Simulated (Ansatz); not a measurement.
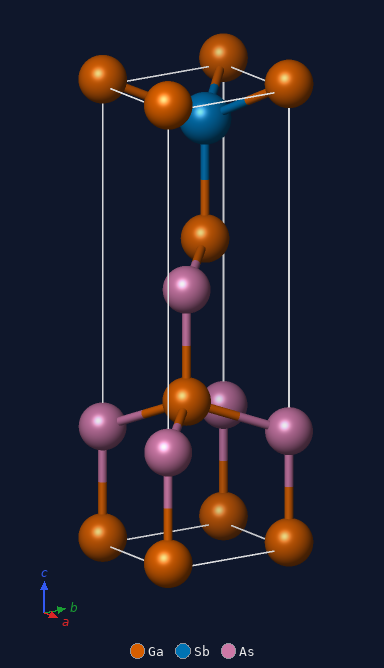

View slightly off an axis, drawn as a ball-and-stick model. Lines trace the edges of the simulation cell.

This input was run:
```yaml
crystal:
  lattice:
    - [4.1776495028, 2.89e-08, 0.0]
    - [-2.0888247764, 3.6179505831, 0.0]
    - [0.0, 0.0, 10.2389541]
  atoms:
    - { symbol: Ga, position: [0.0, 0.0, 0.013706] }
    - { symbol: Ga, position: [0.6666666667, 0.3333333333, 0.333041] }
    - { symbol: Ga, position: [0.3333333333, 0.6666666667, 0.654131] }
    - { symbol: Sb, position: [0.3333333333, 0.6666666667, 0.91622] }
    - { symbol: As, position: [0.0, 0.0, 0.256092] }
    - { symbol: As, position: [0.6666666667, 0.3333333333, 0.57681] }
basis:
  ecutwfc: 500
kpoints:
  mp_grid: { grid: [12, 12, 4] }
  band_path:
    path:
      - [[0.0, 0.0, 0.0], [0.5, 0.0, 0.0], [0.33333333, 0.33333333, 0.0], [0.0, 0.0, 0.0], [0.0, 0.0, 0.5], [0.5, 0.0, 0.5], [0.33333333, 0.33333333, 0.5], [0.0, 0.0, 0.5]]
      - [[0.5, 0.0, 0.5], [0.5, 0.0, 0.0]]
      - [[0.33333333, 0.33333333, 0.5], [0.33333333, 0.33333333, 0.0]]
    npoints: 14
hamiltonian:
  xc: r2scan
scf:
  occupations: { method: gaussian, width: 0.1 }
  n_extra_bands: 15
output:
  forces: true
  stress: true
  eigenvalues: true
  populations: true
  dos: { projected: true, de: 0.02, nscf_kmesh: { grid: [15, 15, 5] } }
  bader: true
  write_density: true
  write_potential: true
  elf: true
  volumetric_format: npy
```
Run as:
```sh
ansatz run input.yaml --threads 4 --pin off --max-ram 8192MiB --backend cpu --events-out ev --progress --plain --runs-dir out
```

Results below were computed with Ansatz, DFT r2SCAN, scalar-relativistic, plane waves, PAW; the settings were wavefunction cutoff 500 eV, a 12×12×4 mesh of k-points, Gaussian smearing of 0.1 eV, no spin polarisation.

> What are the atomic charges by Bader's partition?

Ga +0.46 to +0.74 e; Sb -0.39 e; As -0.73 e.

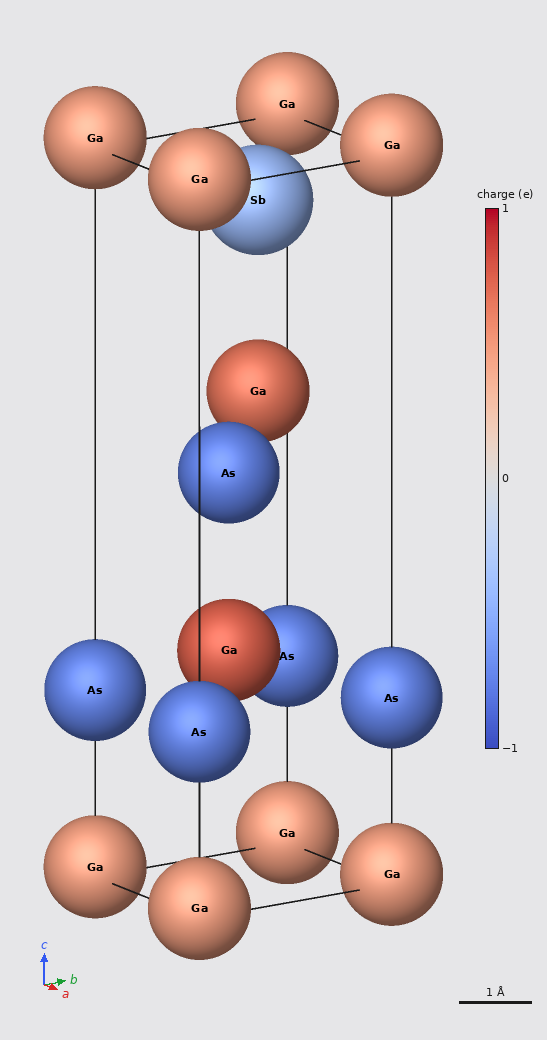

The atoms coloured by those charges.

The structure was taken from a structure type filled with these elements by a generator (whether the compound takes this form wasn't checked). Earlier steps of the study, as a rule a relaxation of our own, may have changed the cell and positions, so they can lie some per cent off the listed ones. It was run through Ansatz as a DFT input.
